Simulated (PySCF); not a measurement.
# C₄H₇F₃Ge (SMILES C=[C](C)[GeH2][C](F)(F)F): what the fields show

```xyz
15

C    -1.9735    0.1223   -0.8634
C    -1.0022   -0.1649   -0.0094
C    -0.8635   -1.4900    0.6684
Ge    0.3827    1.1636    0.4107
C     2.1284    0.5091   -0.3466
F     2.5008   -0.6782    0.1714
F     2.0821    0.3393   -1.6811
F     3.1402    1.3624   -0.1067
H    -2.0439    1.0902   -1.3343
H    -2.7366   -0.5947   -1.1246
H    -1.6788   -2.1586    0.4021
H    -0.8535   -1.3553    1.7508
H     0.0814   -1.9570    0.3878
H     0.6756    1.3158    1.8772
H     0.1564    2.5040   -0.2241
```

Geometry: GFN2-xTB.

All numbers below come from PySCF 2.14.0, CAM-B3LYP/def2-SVPD, SCF density, gas phase.

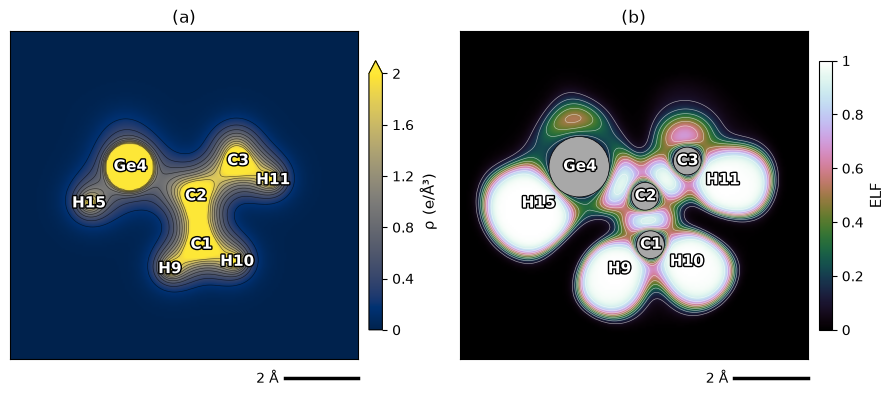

Figure 1. (a) electron density; (b) electron localisation function on the plane of atoms C3, C2 and Ge4. Grey discs cover the atomic cores in the ELF map.

Describe what can be read from this map.

Answer. Atoms in the plane: C, Ge and H.
C–C (1.32 Å): ρ at the midpoint is about 2.3 e/Å³; the ELF peaks at about 0.90 between the atoms; a short, multiple covalent bond.
C–Ge (1.96 Å): ρ at the midpoint is about 0.89 e/Å³; the ELF peaks at about 0.95 in the valence shell of C, 0.7 Å from its nucleus, and is about 0.75 at the midpoint.
C–H (1.08 Å): the density is about 2 e/Å³ at the midpoint; the ELF climbs to about 1 towards the hydrogen, as it does in any bond to H: an ordinary covalent bond to hydrogen.
C–C (1.49 Å): the density is about 1.7 e/Å³ at the midpoint; the ELF peaks at about 0.95 between the atoms; a shared electron pair.
Ge–H (1.50 Å): the density is about 1.1 e/Å³ at the midpoint; the ELF climbs to about 1 towards the hydrogen.

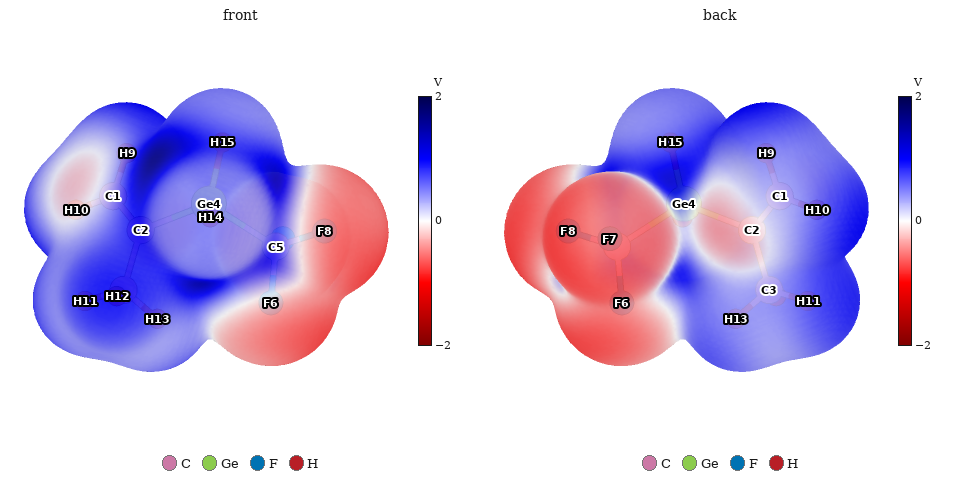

Figure 2. The molecular electrostatic potential painted on the density surface at 0.002 e/bohr³, seen from the front and from behind; the colour scale runs from red (negative) to blue (positive).

Describe the electrostatic potential map.

Answer. The most negative region (about −0.7 V, or −16 kcal/mol for a unit charge) lies over F6, F7 and F8, the most positive (about +1.5 V, or +35 kcal/mol for a unit charge) over Ge4.

How polar is the molecule by this calculation?

Answer. Its dipole moment is 2.97 D.
